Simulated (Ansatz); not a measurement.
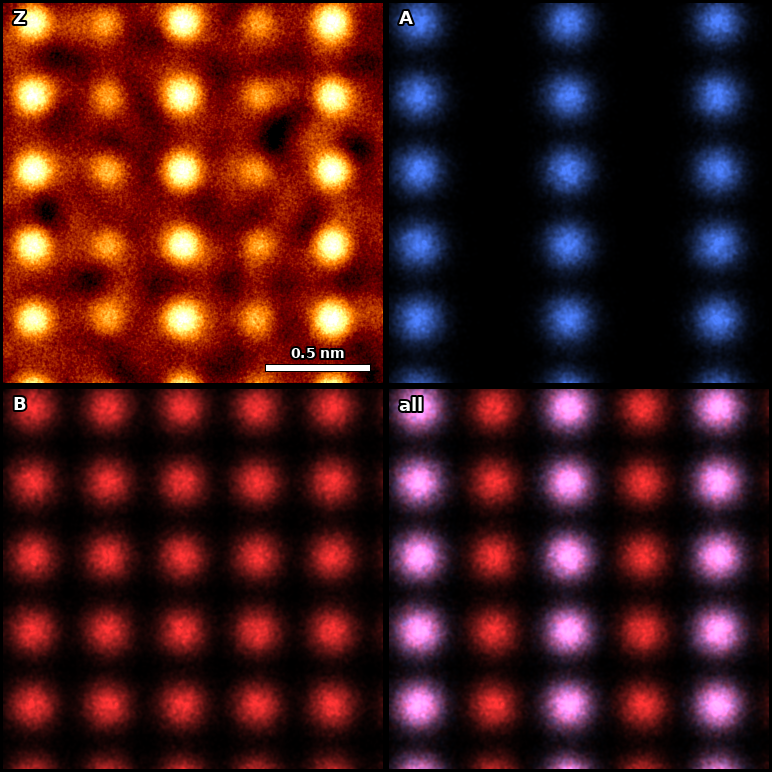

Rb2Ag (P4/mmm, No. 123) along [110]. Panel Z: The image is simulated as a sum over atoms of Z^1.7, blurred by a 1.30 Å probe (no channelling). The probe carries 15 % of its weight in a tail 2.5 times as wide. The display is stretched by a gamma of 0.65; percentages refer to the linear signal. Shot noise and the speckle of an amorphous layer were added. The other panels are simulated element maps (the number of atoms of one element along the beam, blurred by 1.7 Å, with counting noise; each on its own scale, no channelling); the last overlays them. Structure used: the geometry relaxed with Ansatz, DFT PBE, scalar-relativistic, plane waves, PAW; the starting structure was generated, so it need not be a known form of this composition.

Space group P4/mmm (No. 123). a = 5.127 Å, b = 5.127 Å, c = 7.286 Å, α = 90.00°, β = 90.00°, γ = 90.00°
```
atom  site  symmetry       x       y       z
  Rb    1c     4/mmm  0.5000  0.5000  0.0000
  Rb    1b     4/mmm  0.0000  0.0000  0.5000
  Ag    1a     4/mmm  0.0000  0.0000  0.0000
```

### Which element does each lettered map show?

A: Ag, B: Rb. The projected cell (3.63 × 7.29 Å, 90°) holds 2 columns: 1 of Ag + Rb and 1 of Rb. Columns shared by several elements: Ag + Rb.
